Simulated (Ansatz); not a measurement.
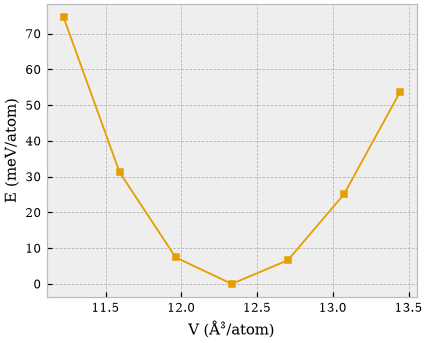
Figure. SrMoO$_{3}$ (cubic perovskite, Pm-3m) under volume change, PBEsol (plane waves, PAW; program Ansatz), scaled uniformly.

### Question
What does a third-order Birch–Murnaghan fit give for V₀, B₀ and B′?

### Answer
V₀ = 12.33 Å³/atom, B₀ = 201 GPa, B′ = 4.5.

The first step of the workflow began from a Materials Project structure, measured or hypothetical; the Crystallography Open Database copy checked does not list it. Its standing as an ambient phase is unchecked. Symmetry was held in the PBEsol relaxation; whether a distortion lowers the energy is not shown. The workflow began spin-polarised and lost its moments. No Hubbard U is applied.

Potentials: the later of the program's two PAW sets.
